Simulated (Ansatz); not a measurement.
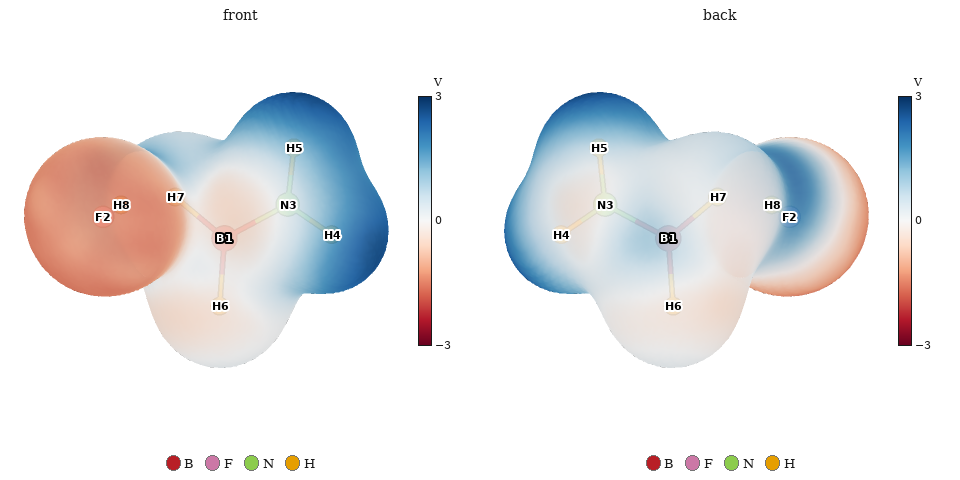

*BH₄N···HF. The molecular electrostatic potential painted on the density surface at 0.004 e/bohr³, seen from the front and from behind; the colour scale runs from red (negative) to blue (positive).*

Computed with Ansatz, RKS PBE/def2-SVP.

```yaml
atoms:
  - { symbol: B, position_ang: [0.0518, 0.3811, -0.4244] }
  - { symbol: F, position_ang: [0.0441, 0.2651, 2.3268] }
  - { symbol: N, position_ang: [1.3206, 0.0606, -0.8922] }
  - { symbol: H, position_ang: [1.5280, -0.8116, -1.3807] }
  - { symbol: H, position_ang: [2.1419, 0.6497, -0.7493] }
  - { symbol: H, position_ang: [-0.8913, -0.3553, -0.6144] }
  - { symbol: H, position_ang: [-0.0946, 1.4677, 0.1307] }
  - { symbol: H, position_ang: [-0.0666, 0.8683, 1.6077] }
```

> Which sites attract a positive test charge, and which a negative one?

A positive charge is drawn to the negative regions and a negative charge to the positive ones. The most negative region (about −1.5 V) lies over F2, the most positive (about +2.7 V) over H4 and H5.
